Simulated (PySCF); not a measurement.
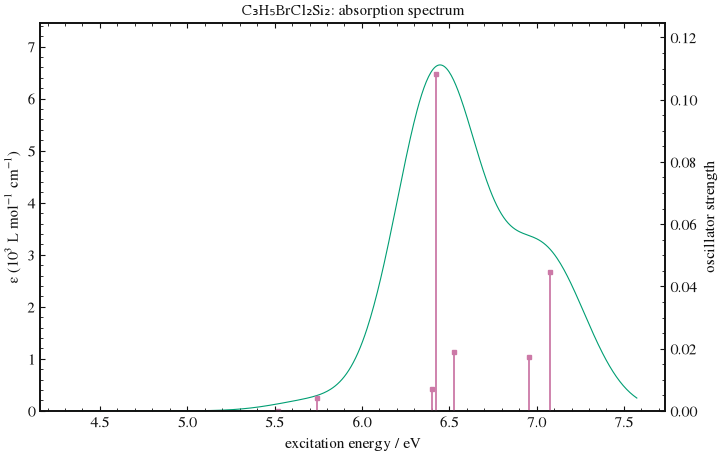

Computed absorption of C₃H₅BrCl₂Si₂, SMILES ClC(Cl)[SiH2]C#C[SiH2]Br. Vertical TDDFT excitations, ωB97X-D/def2-SVPD, PySCF 2.14.0, at a GFN2-xTB geometry (no frequency check), gas phase. The lowest 8 singlet states are shown; each is broadened by a Gaussian of 1/e half-width 0.33 eV. Sticks give oscillator strengths (right axis). States within 0.01 eV of each other are merged, with their strengths summed. The highest state may be half of a pair whose partner wasn't computed.

### Which of the computed transitions is the brightest, and what character does the calculation give it?

S5 at 6.42 eV (193 nm), f = 0.108, mixed, the largest part being HOMO → LUMO+1 (36 %) (S4 lies within 0.06 eV, too close to order).

### Where is the maximum of the broadened curve, and how high is it?

At about 6.4 eV (192 nm), with ε near 6600 L mol⁻¹ cm⁻¹.

Caveats: the tight-binding geometry is rougher than a DFT one and adds to the error; spin-orbit coupling is left out, and with Br it can shift these levels and split any degenerate set; one conformer of a flexible molecule; core orbitals are frozen in the response.
